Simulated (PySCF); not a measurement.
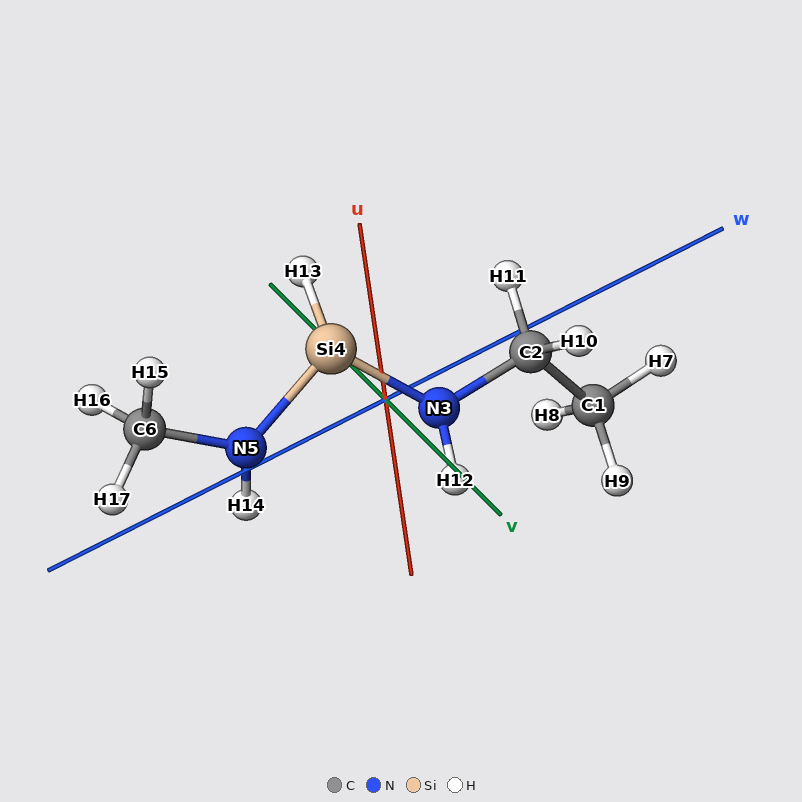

The lines u, v and w are the principal axes of the g tensor. State: neutral, doublet. The geometry was computed by an optimisation with GFN2-xTB. No frequency run is at hand to confirm it as a minimum. Level of theory: UKS B3LYP, pcH-1 on C H N Si, non-relativistic, mean-field spin-orbit, GIAO (PySCF 2.14.0).

Along which axis does g lie farthest from the free-electron value?

Answer. Along v: the shift is −600 ppm.

Give the principal values and shifts.

```tsv
axis	g	shift (ppm)
u	2.00236	45
v	2.00172	−600
w	2.00279	470
```

The geometry is semi-empirical. Around Si such bond lengths and angles can be off by a tenth of an ångström or more and by several degrees, and values that hang on the shape move with them.
